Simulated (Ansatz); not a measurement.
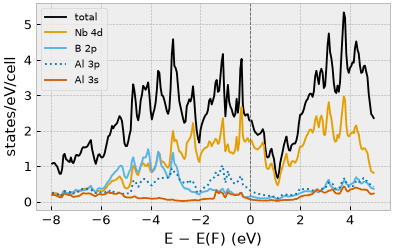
*Total and projected density of states of NbAlB in space group Cmcm (No. 63; Al on 4c, B on 4c, Nb on 4c), the program Ansatz at the r²SCAN level (PAW)*

Q: Which orbitals carry the states next to the Fermi level?

A: Within 0.5 eV of the Fermi level: Nb 4d 72 %, Al 3p 15 %, B 2p 6 %. Projections are on Löwdin-orthogonalised atomic valence shells; empty p or d shells of many metals are not among them.

Q: Where is the tallest occupied peak in this window, and what makes it?

A: Near -3.1 eV, about 4.6 states/eV per cell; the largest projected share is Nb 4d.

The start of the workflow was typed in or built on a structure type; neither database checked (COD, Materials Project) lists it. Whether it is the stable phase at ambient conditions was not checked. The cell was relaxed with r²SCAN under the symmetry of its start; whether a distortion lowers the energy is not shown. The run is not spin-polarised. Scalar-relativistic: spin–orbit coupling is off unless named, which matters more the heavier the elements.

Potentials: the later of the program's two PAW sets.
